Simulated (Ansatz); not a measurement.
# Al32P: geometry relaxation (part 3 of 3)

Continued. System: Al32P (defect cell, 33 atoms in the cell). Method: DFT PBE, scalar-relativistic, plane waves, PAW, PAW set soft_1, no spin polarisation (Ansatz 0.2.0); cutoff 420 eV, 2×2×2 k-mesh, Fermi–Dirac smearing of 0.1 eV. It belongs to a series of runs on one base structure; here: start relaxed.

Trajectory as extended XYZ, continued
```
33
Lattice="8.1000 0.0000 0.0000 0.0000 8.1000 0.0000 0.0000 0.0000 8.1000" Properties=species:S:1:pos:R:3:forces:R:3 step=2 energy=-17950.37913
Al    4.0485    0.0052   -0.0053   -0.0810   0.2440  -0.2438
Al    6.0766    2.0234   -0.0016    0.0464  -0.0475  -0.0455
Al    6.0802    0.0052    2.0265    0.2417   0.2417   0.0823
Al   -0.0017    0.0016   -0.0016   -0.0479   0.0468  -0.0456
Al    2.0265    2.0197   -0.0053    0.0821  -0.2510  -0.2506
Al    4.0534    4.0467   -0.0070    0.1041  -0.1012  -0.1511
Al    6.0803    6.0735   -0.0053    0.2445  -0.0807  -0.2444
Al    2.0216    0.0072    2.0215   -0.1015   0.1556  -0.1078
Al    4.0535    2.0176    2.0215    0.1048  -0.1590  -0.1075
Al    6.0822    4.0466    2.0215    0.1549  -0.1015  -0.1072
Al    4.0535    0.0073    4.0534    0.1073   0.1548   0.1013
Al    6.0803    2.0197    4.0485    0.2567  -0.2570  -0.0834
Al    6.0767    0.0017    6.0767    0.0471   0.0473   0.0493
Al   -0.0053    4.0515   -0.0053   -0.2505   0.0824  -0.2501
Al    2.0217    6.0784   -0.0070   -0.1011   0.1041  -0.1510
Al   -0.0052    2.0198    2.0265   -0.2453  -0.2453   0.0851
Al    1.9171    3.9418    1.9134   -4.2927  -4.3048  -4.4205
Al    4.1558    6.1804    1.9177    4.1357   4.1243  -4.1879
Al   -0.0053    0.0053    4.0485   -0.2577   0.2575  -0.0839
Al    2.0215    2.0175    4.0535   -0.1066  -0.1572   0.1041
Al    4.1639    3.9379    4.1600    4.5882  -4.5244   4.4540
Al    6.0822    6.0785    4.0534    0.1540   0.1067   0.1012
Al    2.0265    0.0053    6.0803    0.0852   0.2548   0.2552
Al    4.0485    2.0197    6.0802   -0.0864  -0.2508   0.2511
Al    6.0803    4.0515    6.0803    0.2535   0.0850   0.2539
Al   -0.0074    6.0785    2.0214   -0.1596   0.1048  -0.1081
Al   -0.0075    4.0465    4.0535   -0.1580  -0.1073   0.1042
Al    1.9125    6.1894    4.1608   -4.5618   4.6263   4.5033
Al   -0.0017    2.0233    6.0767   -0.0490  -0.0488   0.0499
Al    2.0214    4.0464    6.0827   -0.1071  -0.1076   0.1616
Al    4.0536    6.0786    6.0826    0.1080   0.1075   0.1625
Al   -0.0053    6.0735    6.0803   -0.2521  -0.0867   0.2523
P     3.0293    5.0570    3.0581    0.1438   0.0874  -0.3827
33
Lattice="8.1000 0.0000 0.0000 0.0000 8.1000 0.0000 0.0000 0.0000 8.1000" Properties=species:S:1:pos:R:3:forces:R:3 step=3 energy=-17954.15526
Al    4.0468    0.0464   -0.0463   -0.0029   0.1234  -0.1225
Al    6.0821    2.0175   -0.0068    0.0278  -0.0288  -0.0270
Al    6.1210    0.0460    2.0284    0.1225   0.1226   0.0023
Al   -0.0076    0.0072   -0.0068   -0.0290   0.0280  -0.0269
Al    2.0284    1.9772   -0.0476    0.0042  -0.1262  -0.1246
Al    4.0643    4.0361   -0.0165    0.0006  -0.0015  -0.0070
Al    6.1215    6.0718   -0.0464    0.1234  -0.0031  -0.1226
Al    2.0112    0.0167    2.0103   -0.0026   0.0077  -0.0006
Al    4.0643    2.0080    2.0104    0.0027  -0.0080  -0.0019
Al    6.0917    4.0361    2.0103    0.0074  -0.0025  -0.0007
Al    4.0646    0.0164    4.0637   -0.0001   0.0086   0.0018
Al    6.1238    1.9761    4.0464    0.1271  -0.1280  -0.0053
Al    6.0821    0.0072    6.0829    0.0276   0.0278   0.0298
Al   -0.0478    4.0534   -0.0475   -0.1262   0.0040  -0.1245
Al    2.0111    6.0893   -0.0164   -0.0013   0.0004  -0.0072
Al   -0.0468    1.9782    2.0287   -0.1247  -0.1245   0.0027
Al    1.8038    3.8282    1.7980   -1.0782  -1.0814  -1.1124
Al    4.2689    6.2934    1.8036    1.0336   1.0306  -1.0475
Al   -0.0491    0.0490    4.0464   -0.1284   0.1275  -0.0054
Al    2.0106    2.0087    4.0640   -0.0002  -0.0100   0.0010
Al    4.2795    3.8232    4.2738    1.1595  -1.1424   1.1236
Al    6.0914    6.0895    4.0638    0.0084  -0.0002   0.0016
Al    2.0288    0.0485    6.1237    0.0047   0.1269   0.1286
Al    4.0461    1.9772    6.1230   -0.0037  -0.1264   0.1273
Al    6.1232    4.0538    6.1235    0.1264   0.0045   0.1282
Al   -0.0170    6.0892    2.0103   -0.0083   0.0028  -0.0018
Al   -0.0164    4.0356    4.0640   -0.0101  -0.0002   0.0012
Al    1.7977    6.3051    4.2749   -1.1529   1.1702   1.1373
Al   -0.0075    2.0176    6.0828   -0.0287  -0.0284   0.0296
Al    2.0107    4.0356    6.0916   -0.0015  -0.0013   0.0107
Al    4.0645    6.0894    6.0919    0.0021   0.0023   0.0097
Al   -0.0481    6.0710    6.1232   -0.1270  -0.0040   0.1278
P     3.0302    5.0576    3.0558    0.0476   0.0294  -0.1255
33
Lattice="8.1000 0.0000 0.0000 0.0000 8.1000 0.0000 0.0000 0.0000 8.1000" Properties=species:S:1:pos:R:3:forces:R:3 step=4 energy=-17954.57865
Al    4.0587    0.0815   -0.0807   -0.0254  -0.0695   0.0690
Al    6.0825    2.0163   -0.0065   -0.0100   0.0095   0.0104
Al    6.1554    0.0806    2.0165   -0.0681  -0.0681   0.0249
Al   -0.0088    0.0077   -0.0064    0.0095  -0.0099   0.0104
Al    2.0161    1.9410   -0.0827    0.0265   0.0734   0.0725
Al    4.0550    4.0450   -0.0009    0.0158  -0.0167  -0.0383
Al    6.1565    6.0838   -0.0809   -0.0697  -0.0256   0.0693
Al    2.0202    0.0009    2.0201   -0.0169   0.0372  -0.0151
Al    4.0548    2.0239    2.0202    0.0162  -0.0373  -0.0155
Al    6.0759    4.0451    2.0201    0.0378  -0.0169  -0.0152
Al    4.0548    0.0009    4.0547    0.0150   0.0351   0.0168
Al    6.1599    1.9394    4.0589   -0.0759   0.0763  -0.0273
Al    6.0820    0.0072    6.0843   -0.0103  -0.0102  -0.0093
Al   -0.0840    4.0412   -0.0825    0.0732   0.0264   0.0723
Al    2.0200    6.0800   -0.0008   -0.0167   0.0158  -0.0379
Al   -0.0821    1.9431    2.0165    0.0704   0.0704   0.0254
Al    1.7334    3.7577    1.7249    0.0798   0.0811   0.0927
Al    4.3400    6.3643    1.7313   -0.0804  -0.0791   0.0860
Al   -0.0859    0.0852    4.0589    0.0768  -0.0764  -0.0274
Al    2.0205    2.0242    4.0545   -0.0153  -0.0322   0.0161
Al    4.3521    3.7521    4.3436   -0.0927   0.0867  -0.0799
Al    6.0758    6.0798    4.0547    0.0352   0.0151   0.0168
Al    2.0162    0.0843    6.1606    0.0271  -0.0753  -0.0760
Al    4.0586    1.9414    6.1593   -0.0264   0.0735  -0.0739
Al    6.1589    4.0413    6.1603   -0.0745   0.0269  -0.0753
Al   -0.0011    6.0797    2.0202   -0.0367   0.0162  -0.0153
Al   -0.0009    4.0455    4.0545   -0.0321  -0.0152   0.0161
Al    1.7266    6.3775    4.3448    0.0867  -0.0927  -0.0811
Al   -0.0078    2.0175    6.0838    0.0100   0.0101  -0.0095
Al    2.0206    4.0456    6.0760   -0.0155  -0.0153   0.0317
Al    4.0546    6.0796    6.0761    0.0154   0.0155   0.0341
Al   -0.0840    6.0836    6.1597    0.0743  -0.0266  -0.0746
P     3.0334    5.0596    3.0477   -0.0030  -0.0022   0.0069
33
Lattice="8.1000 0.0000 0.0000 0.0000 8.1000 0.0000 0.0000 0.0000 8.1000" Properties=species:S:1:pos:R:3:forces:R:3 step=5 energy=-17954.59338
Al    4.0525    0.0742   -0.0738    0.0009   0.0026  -0.0024
Al    6.0833    2.0162   -0.0079   -0.0015   0.0015   0.0015
Al    6.1491    0.0742    2.0226    0.0025   0.0025  -0.0006
Al   -0.0089    0.0084   -0.0079    0.0015  -0.0015   0.0015
Al    2.0224    1.9498   -0.0744   -0.0013  -0.0026  -0.0024
Al    4.0590    4.0407   -0.0078    0.0000  -0.0001  -0.0005
Al    6.1492    6.0775   -0.0738    0.0026   0.0010  -0.0024
Al    2.0156    0.0082    2.0163   -0.0001   0.0006   0.0000
Al    4.0590    2.0165    2.0163    0.0001  -0.0007  -0.0001
Al    6.0832    4.0407    2.0163    0.0006  -0.0001   0.0000
Al    4.0589    0.0081    4.0597    0.0001   0.0007   0.0002
Al    6.1502    1.9494    4.0527    0.0025  -0.0026   0.0016
Al    6.0832    0.0083    6.0842   -0.0014  -0.0014  -0.0014
Al   -0.0753    4.0474   -0.0744   -0.0026  -0.0012  -0.0024
Al    2.0156    6.0840   -0.0078   -0.0001   0.0000  -0.0006
Al   -0.0751    1.9500    2.0227   -0.0025  -0.0025  -0.0006
Al    1.7383    3.7633    1.7375    0.0023   0.0022   0.0017
Al    4.3353    6.3603    1.7395   -0.0015  -0.0016   0.0012
Al   -0.0758    0.0754    4.0527   -0.0026   0.0025   0.0016
Al    2.0158    2.0167    4.0596   -0.0003  -0.0010   0.0003
Al    4.3386    3.7619    4.3378   -0.0024   0.0025  -0.0027
Al    6.0831    6.0840    4.0597    0.0007   0.0001   0.0002
Al    2.0224    0.0753    6.1511   -0.0013   0.0024   0.0026
Al    4.0524    1.9496    6.1509    0.0009  -0.0024   0.0025
Al    6.1501    4.0475    6.1510    0.0024  -0.0012   0.0026
Al   -0.0086    6.0841    2.0163   -0.0007   0.0002  -0.0001
Al   -0.0084    4.0408    4.0596   -0.0010  -0.0003   0.0003
Al    1.7367    6.3638    4.3380    0.0026  -0.0025  -0.0028
Al   -0.0087    2.0164    6.0841    0.0014   0.0014  -0.0014
Al    2.0158    4.0408    6.0837   -0.0003  -0.0003   0.0010
Al    4.0589    6.0840    6.0838    0.0003   0.0003   0.0009
Al   -0.0756    6.0774    6.1510   -0.0024   0.0010   0.0025
P     3.0358    5.0612    3.0414    0.0007   0.0005  -0.0015
```

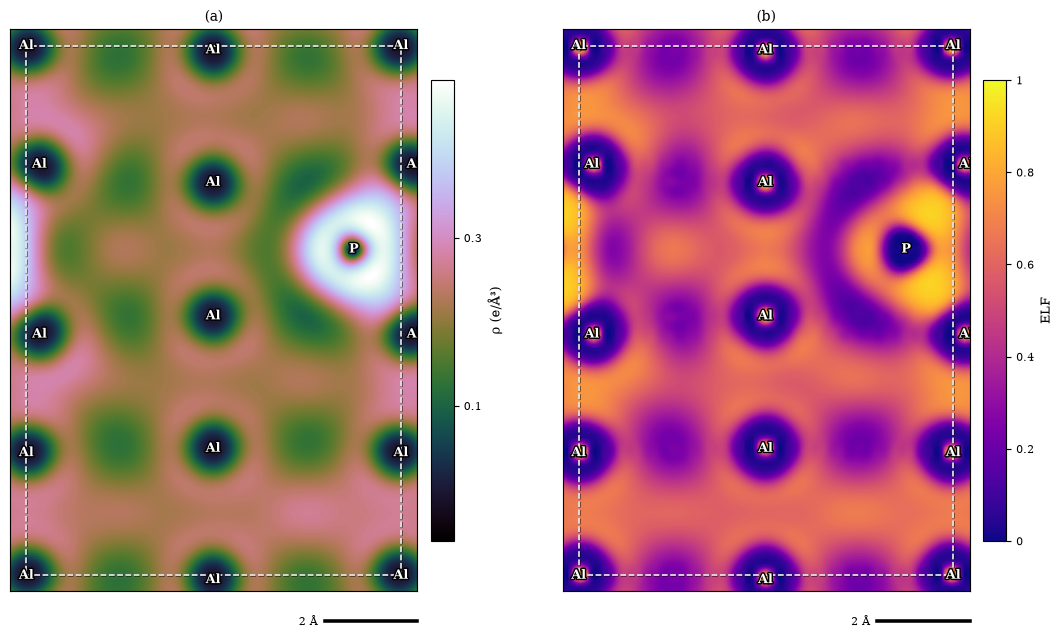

(a) valence electron density; (b) electron localisation function on the (011) plane of the calculation cell. Atoms in the plane: Al and P. Al–Al (2.58 Å): the density is about 0.27 e/Å³ at the midpoint; the ELF peaks at about 0.75 between the atoms, which marks a shared electron pair. Al–Al (2.65 Å): ρ at the midpoint is about 0.25 e/Å³; the ELF peaks at about 0.70 between the atoms. Al–Al (2.84 Å): ρ at the midpoint is about 0.21 e/Å³; the ELF peaks at about 0.60 between the atoms. Al–Al (2.84 Å): ρ is about 0.21 e/Å³ halfway; the ELF peaks at about 0.60 between the atoms. Away from the nuclei the density in this plane falls to 0.1 e/Å³ at its lowest. In a PAW calculation such maps are meaningful between the atoms, not at the nuclei.

Key numbers

```tsv
quantity	value
outcome	converged
electrons treated	101
free energy	−17954.5934 eV
Fermi energy	7.955 eV
final volume	531.44 Å³
largest force (length of the vector) at the end	0.005 eV/Å
wall time	64 s (CPU time 2.1 min)
peak memory	1 GiB
```

Notes

The input asks for low accuracy.
